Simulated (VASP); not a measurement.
# PIr2: accuracy against cost in the SCF threshold and SCF solver, part 3 of 3

Aim: find what the SCF threshold and SCF solver change for PIr2, and what they cost. The atoms are off their equilibrium sites, so that forces can be compared too. The series runs use r2SCAN. The atoms of the start are displaced at random from the sites of a Fm-3m cell.

VASP 6.6.1; r2SCAN; plane waves and PAW (P, Ir).

Still holding for the runs below: This run has no spin polarisation. Its electron count is odd, so without a moment it is a metal by construction. The k-mesh is coarse for a metal.

So far. Step 13 (SCF solver: ALGO = Damped): Against the first of the series the energy stays within 0.01 meV an atom; the pressure moves by +0.04 GPa, after 22 cycles in 64 s. Step 14 (SCF solver: AMIX = 0.1, BMIX = 0.01): Against the first of the series the energy stays within 0.01 meV an atom; the pressure moves by -0.03 GPa, after 25 cycles in 78 s.

The database entry behind the starting cell differs from later determinations by our own check (0.1 to 0.3 % short, probably kX units), so it need not match the best structure at ambient conditions.

**15. SCF solver: AMIX = 0.8 (continued)**

OUTCAR, selected parts (step 15):

```text
  Total        1.0222994      1.2775729      1.0266846      0.1374456     -0.1314757      0.2963848
  in kB       38.6363231     48.2840153     38.8020549      5.1945582     -4.9689335     11.2014329
  external PRESSURE =      41.9074644 kB  Pullay stress =       0.0000000 kB

 POSITION                                       TOTAL-FORCE (eV/Angst)
 -----------------------------------------------------------------------------------
      2.78932      2.79244      5.52802        -0.034576     -0.016379     -0.118606
      1.41492      1.37508      1.35533        -0.269423      0.812655      0.370286
      4.16116      4.20626      4.14599         0.304000     -0.796276     -0.251681
 -----------------------------------------------------------------------------------
    total drift:                                0.000054      0.000079     -0.000037

  FREE ENERGIE OF THE ION-ELECTRON SYSTEM (eV)
  ---------------------------------------------------
  free  energy   TOTEN  =      -115.1004851654 eV

  energy  without entropy=     -115.0926766232  energy(sigma->0) =     -115.09658089

[... 2 parts as in an earlier step ...]

[... 1 further part left out ...]
[key lines of the parts left out:]
E-fermi :   9.7213
```

Against the first of the series the energy stays within 0.01 meV an atom and the pressure within 0.01 GPa, after 15 cycles in 51 s.

**16. SCF solver: IMIX = 1, AMIX = 0.2**

INCAR

```
SYSTEM = PIr2
PREC = Accurate
ENCUT = 400
EDIFF = 1E-06
NELM = 100
ISMEAR = -1
SIGMA = 0.05
LREAL = .FALSE.
ALGO = Normal
METAGGA = R2SCAN
LASPH = .TRUE.
NBANDS = 17
LORBIT = 11
LWAVE = .FALSE.
LCHARG = .FALSE.
KPAR = 4
ISIF = 2
IMIX = 1
AMIX = 0.2
```

POSCAR

```
PIr2
1.0
    0.0000000000      2.7675000000      2.7675000000
    2.7675000000      0.0000000000      2.7675000000
    2.7675000000      2.7675000000      0.0000000000
P Ir
1 2
Direct
   -0.0006980000     -0.0018240000      0.0097090000
    0.2376690000      0.2520630000      0.2591990000
    0.7571980000      0.7409000000      0.7626800000
```

KPOINTS

```
Automatic mesh
0
Gamma
7 7 7
0 0 0
```

The projector-augmented-wave data sets are P and Ir (PBE family, release 64).

On the command line:

```
mpirun -np 4 vasp_std
```

What it wrote:

```text
[... set-up lines as in an earlier step ...]
 entering main loop
       N       E                     dE             d eps       ncg     rms          rms(c)
[... 5 cycles as in an earlier step ...]
DAV:   6    -0.115252537441E+03    0.53761E+01   -0.20773E+00  7826   0.158E+01    0.164E+01
DAV:   7    -0.115184117942E+03    0.68419E-01   -0.15182E-01  8994   0.353E+00    0.128E+01
DAV:   8    -0.115148867500E+03    0.35250E-01   -0.18976E-02  8271   0.165E+00    0.999E+00
DAV:   9    -0.115130054872E+03    0.18813E-01   -0.64745E-03  8549   0.929E-01    0.786E+00
[...]
DAV:  25    -0.115100479505E+03    0.42847E-05   -0.20914E-06  5779   0.136E-02    0.185E-01
DAV:  26    -0.115100477895E+03    0.16098E-05   -0.14638E-06  5097   0.113E-02    0.147E-01
DAV:  27    -0.115100477725E+03    0.16935E-06   -0.10853E-06  3231   0.954E-03
   1 F= -.11510048E+03 E0= -.11509657E+03  d E =-.780775E-02
```

The job ended after 84 s (4 MPI ranks of Intel Xeon 6975P-C (Granite Rapids), shared host; peak memory 0.84 GiB).

From OUTCAR (step 16):

```text
  Total        1.0447625      1.2992776      1.0491340      0.1371947     -0.1312486      0.2955291
  in kB       39.4852848     49.1043129     39.6505007      5.1850747     -4.9603512     11.1690945
  external PRESSURE =      42.7466995 kB  Pullay stress =       0.0000000 kB

 POSITION                                       TOTAL-FORCE (eV/Angst)
 -----------------------------------------------------------------------------------
      2.78932      2.79244      5.52802        -0.034570     -0.016383     -0.118584
      1.41492      1.37508      1.35533        -0.269435      0.812704      0.370290
      4.16116      4.20626      4.14599         0.304006     -0.796321     -0.251706
 -----------------------------------------------------------------------------------
    total drift:                                0.000114      0.000093      0.000092

  FREE ENERGIE OF THE ION-ELECTRON SYSTEM (eV)
  ---------------------------------------------------
  free  energy   TOTEN  =      -115.1004777254 eV

  energy  without entropy=     -115.0926699795  energy(sigma->0) =     -115.09657385

[... 2 parts as in an earlier step ...]

[... 1 further part left out ...]
[key lines of the parts left out:]
E-fermi :   9.7211
```

Against the first of the series the energy stays within 0.01 meV an atom; the pressure moves by +0.09 GPa, after 27 cycles in 84 s.

**17. The SCF solver series as a table**

This step: convergence of r2SCAN results with the solver; plane waves and PAW (VASP 6.6.1).

This step runs nothing: it gathers the runs above.

Differences are taken from the run with ALGO = Normal. Results of the series, by row:

```csv
setting,status,energy less the reference (meV/atom),pressure (GPa),largest force difference (meV/Å),SCF cycles,wall time (s)
ALGO = Normal,converged,0,4.189,0,14,45
ALGO = Fast,converged,-1.73e-4,4.1,0.161,17,69
ALGO = VeryFast,converged,1.60e-4,4.183,0.145,22,87
ALGO = All,converged,1.07e-4,4.187,0.126,17,62
ALGO = Damped,converged,3.90e-4,4.227,0.176,22,64
"AMIX = 0.1, BMIX = 0.01",converged,-1.47e-4,4.164,0.218,25,78
AMIX = 0.8,converged,1.73e-4,4.191,0.139,15,51
"IMIX = 1, AMIX = 0.2",converged,0.00252,4.275,0.09,27,84
```

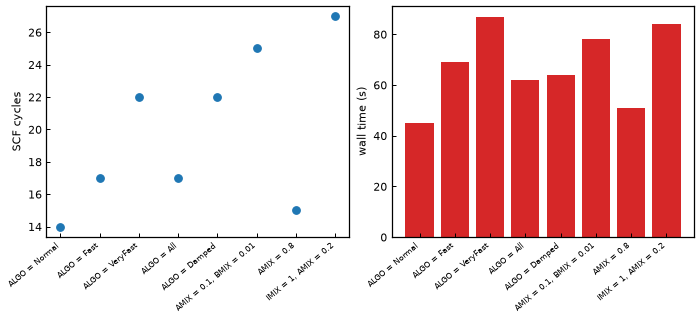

The SCF cycles and the wall time by setting.

**18. Results**

- SCF threshold from which the energy stays within 10 meV/atom of the reference: EDIFF = 0.01
- SCF threshold from which the energy stays within 1 meV/atom of the reference: EDIFF = 0.01
- SCF threshold from which the pressure stays within 0.2 GPa of the reference: EDIFF = 0.001
- spread of the pressure over the SCF threshold: 0.422 GPa
- spread of the energy over the SCF threshold: 0.0713 meV/atom
- fewest SCF cycles: ALGO = Normal (14)
- most SCF cycles among converged runs: IMIX = 1, AMIX = 0.2 (27)
- spread of the pressure over the SCF solver: 0.174 GPa
- spread of the energy over the SCF solver: 0.00269 meV/atom

From EDIFF = 0.01 on, the energy stays within 1 meV an atom of the reference, at 57 % of its time. The pressure holds within 0.2 GPa from EDIFF = 0.001 on. The loosest stop saves 8 of 17 cycles and costs +0.1 meV an atom, -0.41 GPa, 1.5 meV/Å in forces. All SCF solvers that converged agree within 0.05 meV an atom. No setting beats the 45 s of ALGO = Normal by a fifth or more; the slowest converged run is ALGO = VeryFast, at 87 s. On a shared host such times are rough. Yet the pressure of ALGO = Fast is -0.09 GPa off: EDIFF tests the energy, which is second order in the error of the density, while the stress is first order.

[Lines on the potential files, build, host, timing and source positions are cut from VASP's logs without a mark.]

[Logs are printed without paths, hosts, clocks, repeated set-up lines and the standing remarks that a program may print on its own settings, such as how far it seeks lower states.]

[Hosts, paths, dates, database ids (printed as entryN), source tags and the programs' standing remarks are cut or masked in the printed files.]

[A measured line is paired with the nearest computed mode of its activity, which favours agreement.]

[In band tables of VASP the shares of atoms and orbitals are scaled to a sum of 1 inside the atoms' spheres.]
